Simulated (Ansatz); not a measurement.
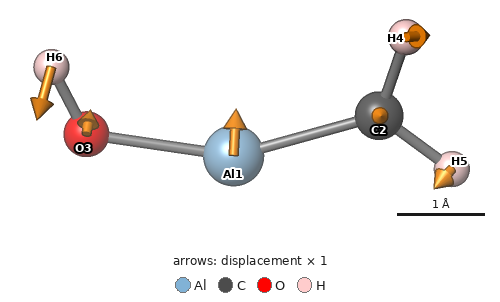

A relaxation of CH3AlO. The starting structure is drawn; orange arrows show the displacements, at their true length. The two geometries are superimposed by the best rigid fit.

A ball-and-stick model, seen at a tilt.

It is one of the separated products of a reaction.

Theory: Ansatz 0.2.0, RKS PBE0-D4/def2-TZVP. Settings: force threshold 0.005 eV/Å; at most 200 steps.

What happened in the run?

The energy falls by 9.71 kcal/mol in 8 geometry steps. Largest force component: 1.6 eV/Å at the start, 0.0034 eV/Å at the end. H6 moves most after the best rigid fit: 0.66 Å. Largest moves by element: H 0.66 Å, Al 0.56 Å, O 0.34 Å, C 0.20 Å. Near-neighbour distances that change, for instance: Al1–O3 1.716 → 1.680 Å, Al1–C2 1.794 → 1.812 Å, C2–H4 1.085 → 1.091 Å. Among the angles between lasting bonds that change: Al1–C2–H4 126.6° → 115.6°, C2–Al1–O3 151.9° → 159.9°, Al1–O3–H6 123.1° → 128.4°.
